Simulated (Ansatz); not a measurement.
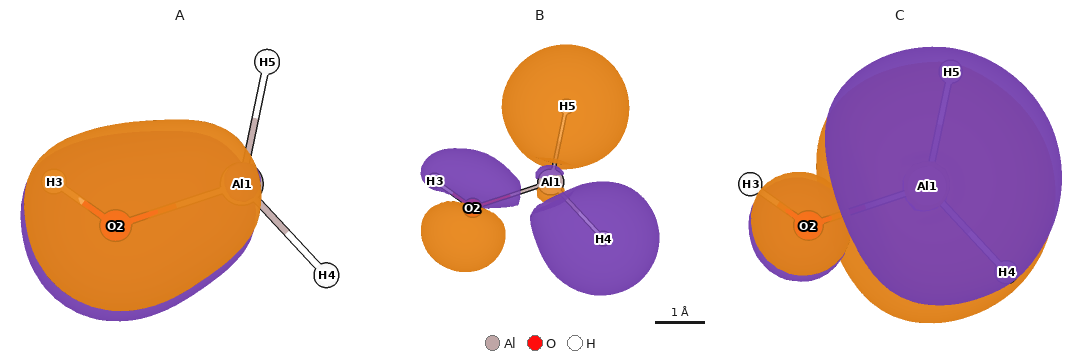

Figure 1: AlH₃O. Three frontier orbitals at ±0.08 Å⁻³ᐟ² (orange and purple are the two phases), in no order.

All numbers below come from Ansatz, RKS LDA/def2-SVP.

The calculation's input:

```
crystal:
  periodic: [false, false, false]
  atoms:
    - { symbol: Al, position_ang: [0.311035, -0.00334, -0.056481] }
    - { symbol: O, position_ang: [0.813755, -0.136894, 1.596525] }
    - { symbol: H, position_ang: [0.24122, -0.230786, 2.379904] }
    - { symbol: H, position_ang: [1.816937, 0.097131, -0.415539] }
    - { symbol: H, position_ang: [-1.156846, -0.00751, -0.687009] }
basis:
  gaussian: { orbitals: def2-SVP }
hamiltonian:
  xc: lda
relax:
  f_tol: 0.03
  max_steps: 50
output:
  orbitals: {}
```

Run with:

```sh
ansatz run input.yaml --threads 1 --pin off --max-ram 2048MiB --backend cpu --events-out ev --progress --plain --runs-dir out
```

The fields are those of the run's last geometry, not of the input's.

Order the three orbitals by energy and name them.

Answer. A is the HOMO−1 (−7.62 eV). By Hirshfeld shares it lies mainly on O2 (about 80 %); it changes sign across the molecular plane (π type). B is the HOMO (−6.87 eV). By Hirshfeld shares it lies mainly on H5 (about 30 %), Al1 (about 25 %), O2 (about 20 %) and H4 (about 20 %); it is symmetric in the molecular plane (an in-plane orbital: σ, lone-pair or in-plane π type). C is the LUMO (−1.77 eV). By Hirshfeld shares it lies mainly on Al1 (about 80 %) and O2 (about 10 %); it changes sign across the molecular plane (π type).

What is the HOMO–LUMO gap?

Answer. 5.10 eV between the orbital energies.
